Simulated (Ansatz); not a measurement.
# BH4NO: the cost of one run

All numbers below are computed with Ansatz 0.2.0 (RKS PBE/def2-SVP).

## Step 1: The starting structure

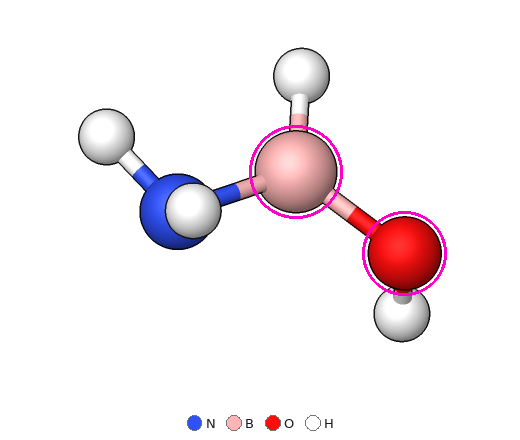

The starting structure, seen from a free direction (nitrogen blue, boron pink, oxygen red, hydrogen white). Ringed: B2, O3.

As a file:

```xyz
7

N    -0.7524    0.0958   -0.7484
B     0.2339    0.1501    0.3507
O     1.0367   -1.0224    0.5726
H    -1.4247   -0.5866   -0.5203
H    -1.3004    1.0494   -0.7444
H     0.3755    1.1291    1.0261
H     1.8927   -0.8834    0.0180
```

## Step 2: End point A

Contents of input.yaml:

```yaml
crystal:
  periodic: [false, false, false]
  atoms:
    - { symbol: "N", position_ang: [-0.7524, 0.0958, -0.7484] }
    - { symbol: B, position_ang: [0.2339, 0.1501, 0.3507] }
    - { symbol: O, position_ang: [1.0367, -1.0224, 0.5726] }
    - { symbol: H, position_ang: [-1.4247, -0.5866, -0.5203] }
    - { symbol: H, position_ang: [-1.3004, 1.0494, -0.7444] }
    - { symbol: H, position_ang: [0.3755, 1.1291, 1.0261] }
    - { symbol: H, position_ang: [1.8927, -0.8834, 0.018] }
basis:
  gaussian: { orbitals: def2-SVP }
hamiltonian:
  xc: pbe
relax:
  f_tol: 0.015
  max_steps: 40
output:
  orbitals: {}
```

Command:

```bash
ansatz run input.yaml --threads 1 --pin off --max-ram 2048MiB --backend cpu --events-out ev --progress --plain --runs-dir out
```

Q: Estimate wall time and peak memory on 1 thread of Intel Xeon at 2.50GHz (Skylake/Cascade Lake), shared host.

About 28 s, with a peak of 0.13 GiB.
